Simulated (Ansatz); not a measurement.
# F− with BF₃: structure and interaction energy, part 3 of 3

Ansatz 0.2.0, Gaussian basis. The steps go on from the part before.

## (12) wB97M-V/def2-SVP

The inputs:

ab/in.yaml

```yaml
crystal:
  periodic: [false, false, false]
  atoms:
    - {symbol: F, position_ang: [-0.071453, 0.109232, -1.399746]}
    - {symbol: F, position_ang: [0.582750, 1.163595, 0.531680]}
    - {symbol: B, position_ang: [0.000018, -0.000021, -0.000020]}
    - {symbol: F, position_ang: [-1.294757, -0.157385, 0.524446]}
    - {symbol: F, position_ang: [0.783541, -1.115519, 0.343539]}
basis:
  gaussian: {orbitals: def2-SVP}
total_charge: -1
hamiltonian: {xc: {name: wB97M-V}}
```

a/in.yaml

```yaml
crystal:
  periodic: [false, false, false]
  atoms:
    - {symbol: F, position_ang: [-0.071453, 0.109232, -1.399746]}
basis:
  gaussian:
    orbitals: def2-SVP
    ghost_atoms:
      - {symbol: F, position_ang: [0.582750, 1.163595, 0.531680]}
      - {symbol: B, position_ang: [0.000018, -0.000021, -0.000020]}
      - {symbol: F, position_ang: [-1.294757, -0.157385, 0.524446]}
      - {symbol: F, position_ang: [0.783541, -1.115519, 0.343539]}
total_charge: -1
hamiltonian: {xc: {name: wB97M-V}}
```

b/in.yaml

```yaml
crystal:
  periodic: [false, false, false]
  atoms:
    - {symbol: F, position_ang: [0.582750, 1.163595, 0.531680]}
    - {symbol: B, position_ang: [0.000018, -0.000021, -0.000020]}
    - {symbol: F, position_ang: [-1.294757, -0.157385, 0.524446]}
    - {symbol: F, position_ang: [0.783541, -1.115519, 0.343539]}
basis:
  gaussian:
    orbitals: def2-SVP
    ghost_atoms:
      - {symbol: F, position_ang: [-0.071453, 0.109232, -1.399746]}
hamiltonian: {xc: {name: wB97M-V}}
```

Each run has its own folder and the same command.

The run is started by

```console
$ ansatz run in.yaml --threads 4 --pin off --events-out ev --progress --plain --max-ram 9574MiB
```

Log of ab, cut to the lines that bear on the results:

```text
Functional definition: wB97M-V
  name "wB97M-V"
  cite "Mardirossian & Head-Gordon, J. Chem. Phys. 144, 214110 (2016) doi:10.1063/1.4952647"
  cite "Becke, J. Chem. Phys. 107, 8554 (1997) doi:10.1063/1.475007"
  cite "Vydrov & Van Voorhis, J. Chem. Phys. 133, 244103 (2010) doi:10.1063/1.3521275"
  # Of w^i u^j: cxij and so on, Table III.
[...]
  gx(w, u) = 1 - cx + cx01*u + cx10*w
[...]
648 factors; integrals over basis functions are off by at most 7.5e-4 eV
134 factors; integrals over basis functions are off by at most 1.7e-6 eV
[...]
mean field -11540.10052518 eV, -424.0908721393 hartree, gradient 6.0e-5 eV, S^2 0.000000; 0 other end points of the search recorded, 0 dependent functions left out
reference -11540.10055503 eV, -424.0908732364 hartree; 21, 21 occupied and 49, 49 virtual orbitals, 648 factors
Total energy: -11540.10055503 eV, -424.0908732364 hartree
```

Output in a, cut to the lines that bear on the results:

```text
[... 5 set-up lines as earlier in the session ...]
  # Of w^i u^j: cxij and so on, Table III.
[...]
  gx(w, u) = 1 - cx + cx01*u + cx10*w
[...]
      + integral(e_c_pw_mod_opposite_spin*gos(b97_w_opposite, b97_u_opposite)) + vv10(b, c)
567 factors; their error is unknown
90 factors; integrals over basis functions are off by at most 2.4e-5 eV
[...]
mean field -2713.46128954 eV, -99.7178631404 hartree, gradient 1.6e-5 eV, S^2 0.000000; 0 other end points of the search recorded, 0 dependent functions left out
reference -2713.46132004 eV, -99.7178642614 hartree; 5, 5 occupied and 65, 65 virtual orbitals, 567 factors
Total energy: -2713.46132004 eV, -99.7178642614 hartree
```

b printed, cut to the lines that bear on the results:

```text
[... 5 set-up lines as earlier in the session ...]
  # Of w^i u^j: cxij and so on, Table III.
[...]
  gx(w, u) = 1 - cx + cx01*u + cx10*w
[...]
      + integral(e_c_pw_mod_opposite_spin*gos(b97_w_opposite, b97_u_opposite)) + vv10(b, c)
705 factors; their error is unknown
126 factors; integrals over basis functions are off by at most 6.9e-6 eV
[...]
mean field -8820.87801048 eV, -324.1612878794 hartree, gradient 9.0e-6 eV, S^2 0.000000; 0 other end points of the search recorded, 0 dependent functions left out
reference -8820.87803918 eV, -324.1612889339 hartree; 16, 16 occupied and 54, 54 virtual orbitals, 705 factors
Total energy: -8820.87803918 eV, -324.1612889339 hartree
```

They took 2.1 s (ab), 1.1 s (a), 1.4 s (b) on 4 threads of Arm Neoverse V1, shared host.

E(ab) − E(a) − E(b) = -132.86 kcal/mol.

## (13) CCSD(T)/def2-SVP

Each input of step 12 (ab, a, b) changes in the same lines:

```diff
-hamiltonian: {xc: {name: wB97M-V}}
+correlation: {method: ccsd_t}
```

The same command starts each run, in its folder.

The run is started by

```console
$ ansatz run in.yaml --threads 4 --pin off --events-out ev --progress --plain --max-ram 9574MiB
```

Log of ab, cut to the lines that bear on the results:

```text
[... 4 set-up lines as earlier in the session ...]
[...]
648 factors; integrals over basis functions are off by at most 7.5e-4 eV
[...]
mean field -11493.93694627 eV, -422.3943919050 hartree, gradient 1.1e-6 eV, S^2 0.000000; 0 other end points of the search recorded, 0 dependent functions left out
5 core orbitals not correlated: weight in the atoms' cores, before any rotation towards them, 1.000 or more for the frozen orbitals, at most 0.000 for the correlated occupied ones
reference -11493.93694627 eV, -422.3943919050 hartree; 16, 16 occupied and 49, 49 virtual orbitals, 648 factors
second order -22.52850871 eV of doubles, -0.00000000 eV of singles
cycle   1  -22.35875848 eV  change    1.7e-1 eV  update   8.6e-2
[...]
cycle   8  -22.79660015 eV  change    3.4e-5 eV  update   7.4e-6
perturbative correction -0.31120089 eV, -0.0114364217 hartree
Total energy: -11517.04474731 eV, -423.2435879302 hartree
```

Output in a, cut to the lines that bear on the results:

```text
[... 4 set-up lines as earlier in the session ...]
[...]
444 factors; integrals over basis functions are off by at most 1.6e-3 eV
[...]
mean field -2702.49020317 eV, -99.3146831529 hartree, gradient 1.0e-6 eV, S^2 0.000000; 0 other end points of the search recorded, 0 dependent functions left out
1 core orbitals not correlated: weight in the atoms' cores, before any rotation towards them, 1.000 or more for the frozen orbitals, at most 0.000 for the correlated occupied ones
reference -2702.49020317 eV, -99.3146831529 hartree; 4, 4 occupied and 65, 65 virtual orbitals, 444 factors
second order -5.71097184 eV of doubles, -0.00000000 eV of singles
cycle   1  -5.56181231 eV  change    1.5e-1 eV  update   8.1e-2
[...]
cycle  11  -5.72807717 eV  change    4.2e-6 eV  update   3.6e-6
perturbative correction -0.07986280 eV, -0.0029349038 hartree
Total energy: -2708.29814315 eV, -99.5281210103 hartree
```

b printed, cut to the lines that bear on the results:

```text
[... 4 set-up lines as earlier in the session ...]
[...]
600 factors; integrals over basis functions are off by at most 9.7e-4 eV
[...]
mean field -8785.14805637 eV, -322.8482362845 hartree, gradient 3.1e-6 eV, S^2 0.000000; 0 other end points of the search recorded, 0 dependent functions left out
4 core orbitals not correlated: weight in the atoms' cores, before any rotation towards them, 1.000 or more for the frozen orbitals, at most 0.000 for the correlated occupied ones
reference -8785.14805637 eV, -322.8482362845 hartree; 12, 12 occupied and 54, 54 virtual orbitals, 600 factors
second order -17.53116060 eV of doubles, -0.00000000 eV of singles
cycle   1  -17.20602880 eV  change    3.3e-1 eV  update   1.1e-1
[...]
cycle  10  -17.67593239 eV  change   -2.2e-5 eV  update   5.9e-6
perturbative correction -0.32872909 eV, -0.0120805714 hartree
Total energy: -8803.15271786 eV, -323.5098953900 hartree
```

They took 0.9 s (ab), 0.35 s (a), 0.75 s (b) on 4 threads of Arm Neoverse V1, shared host.

E(ab) − E(a) − E(b) = -129.00 kcal/mol.

## (14) Vibrations of the pair

Input file vib/in.yaml:

```yaml
crystal:
  periodic: [false, false, false]
  atoms:
    - {symbol: F, position_ang: [-0.071453, 0.109232, -1.399746]}
    - {symbol: F, position_ang: [0.582750, 1.163595, 0.531680]}
    - {symbol: B, position_ang: [0.000018, -0.000021, -0.000020]}
    - {symbol: F, position_ang: [-1.294757, -0.157385, 0.524446]}
    - {symbol: F, position_ang: [0.783541, -1.115519, 0.343539]}
basis:
  gaussian: {orbitals: def2-TZVP}
total_charge: -1
hamiltonian: {xc: pbe0, dispersion: d4}
phonons: {temperatures: {t_min: 298.15, t_max: 900, t_step: 200}}
```

The run is started by

```console
$ ansatz run in.yaml --threads 4 --pin off --events-out ev --progress --plain --max-ram 9574MiB
```

What it wrote, cut to the lines that bear on the results:

```text
[... 5 set-up lines as earlier in the session ...]
[...]
793 factors; their error is unknown
[...]
mean field -11546.11855869 eV, -424.3120307916 hartree, gradient 1.7e-5 eV, S^2 0.000000; 0 other end points of the search recorded, 0 dependent functions left out
[...]
Atom 2 at     0.000018    -0.000021    -0.000020 Å, force     0.000027     0.000068    -0.000046 eV/Å
Atom 3 at    -1.294757    -0.157385     0.524446 Å, force     0.030112     0.003653    -0.012194 eV/Å
Atom 4 at     0.783541    -1.115519     0.343539 Å, force    -0.018227     0.025938    -0.007986 eV/Å
Dipole moment:    -0.000001    -0.000003     0.000002 e Å
Vibrations: 345.34 345.34 515.00 515.00 515.00 762.31 1100.32 1100.34 1100.34 cm⁻¹, zero-point energy 0.390487 eV
```

It took 11 s on 4 threads of Arm Neoverse V1, shared host.

Wavenumbers and character of the modes:

| mode | wavenumber (cm⁻¹) | character |
| --- | --- | --- |
| 1 | 345 | bend |
| 2 | 345 | bend |
| 3 | 515 | bend |
| 4 | 515 | bend |
| 5 | 515 | bend |
| 6 | 762 | B–F stretch |
| 7 | 1100 | B–F stretch |
| 8 | 1100 | B–F stretch |
| 9 | 1100 | B–F stretch |

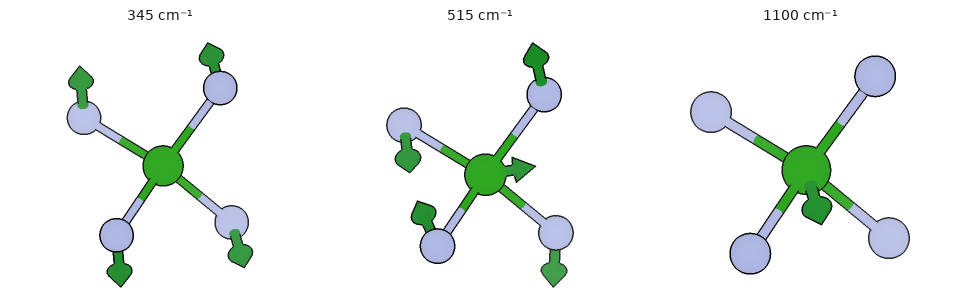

How the atoms move in 3 of the modes.

Vibrational sums (real modes only):

| T (K) | entropy (J/mol/K) | heat capacity (J/mol/K) |
| --- | --- | --- |
| 298 | 19.5 | 35.0 |
| 498 | 42.3 | 53.2 |
| 698 | 61.9 | 62.0 |
| 898 | 78.1 | 66.5 |

## (15) The ladder

The basis limit takes Hartree-Fock with exponent 7.88 and MP2 correlation with exponent 2.97 from the triple- and quadruple-zeta runs, and adds the coupled-cluster step over MP2 from triple zeta. Where a quadruple-zeta run was CCSD(T), only its Hartree-Fock and MP2 parts are used.

Rows are in def2-TZVPPD; times add the 3 runs of a level on a shared host, so small differences are noise.

| method | rung | interaction (kcal/mol) | from CCSD(T)/CBS (kcal/mol) | time |
| --- | --- | --- | --- | --- |
| PBE-D4 | GGA | -116.72 | +12.48 | 3.5 s |
| revPBE-D4 | GGA | -112.92 | +16.28 | 3.4 s |
| BLYP-D4 | GGA | -112.24 | +16.96 | 3.9 s |
| r2SCAN-D4 | meta-GGA | -127.01 | +2.19 | 6.5 s |
| B97M-V | meta-GGA | -126.47 | +2.73 | 12 s |
| PBE0-D4 | hybrid | -128.02 | +1.18 | 4.6 s |
| B3LYP-D4 | hybrid | -122.94 | +6.26 | 5.2 s |
| HSE06-D4 | screened hybrid | -128.00 | +1.20 | 5.2 s |
| wB97X-V | range-separated hybrid | -126.39 | +2.81 | 12 s |
| wB97M-V | range-separated hybrid | -125.95 | +3.25 | 14 s |
| B2PLYP | double hybrid | -123.22 | +5.98 | 9.2 s |
| Hartree-Fock | wavefunction | -138.45 | -9.25 |  |
| MP2 | wavefunction | -123.80 | +5.40 |  |
| CCSD | wavefunction | -128.67 | +0.53 |  |
| CCSD(T) | wavefunction | -125.92 | +3.28 | 38 s |
| CCSD(T)/CBS |  | -129.20 | 0 | 59 s |

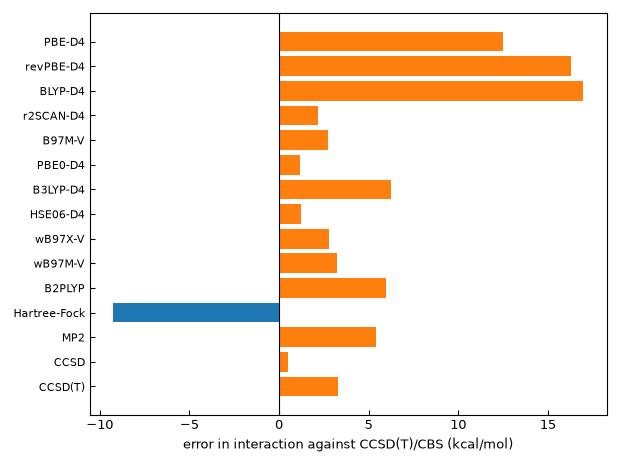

How far each level lands from CCSD(T)/CBS.

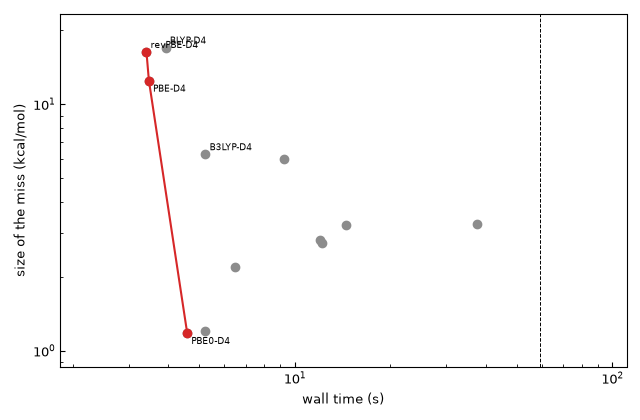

Miss against cost. Red marks the levels that no quicker level drawn beats (of those quicker than the yardstick), and the dashed line is the time of CCSD(T)/CBS. Only those levels and the largest misses are named. Times are from a shared host.

For cost: PBE0-D4 gets within 1.18 kcal/mol in 4.6 s, where CCSD(T)/CBS took 59 s; the quickest level in the cost chart, revPBE-D4, takes 3.4 s and misses by 16.28 kcal/mol.

## (16) Summary of results

This closing draws on all 3 parts.

| quantity | value |
| --- | --- |
| interaction energy, CCSD(T)/CBS | -129.20 kcal/mol |
| of it Hartree-Fock (basis limit) | -138.86 kcal/mol |
| D4 term of PBE0-D4 | -0.56 kcal/mol |
| shortest contact | F1–B3 1.41 Å |
| lowest wavenumber | 345 cm⁻¹ |

**Reading.** The pair is bound by 129.20 kcal/mol at fixed fragment shapes. Hartree-Fock gives 107 % of it, so electrostatics, induction and charge transfer lead. The functionals run from PBE0-D4, off by +1.18 kcal/mol, to BLYP-D4, off by +16.96 kcal/mol, against CCSD(T)/CBS. Mean unsigned error by rung: GGA 15.24, meta-GGA 2.46, hybrid 3.72, screened hybrid 1.20, range-separated hybrid 3.03, double hybrid 5.98 kcal/mol. The double hybrids carry no dispersion term here, unlike the levels marked D4 or V. PBE-D4 gives an interaction energy 12.48 kcal/mol too high, an error of 10 % of the reference. CCSD(T) moves by -3.28 kcal/mol from triple zeta to the limit; gaps between functionals far smaller than that don't rank them. A lower arrangement may exist.
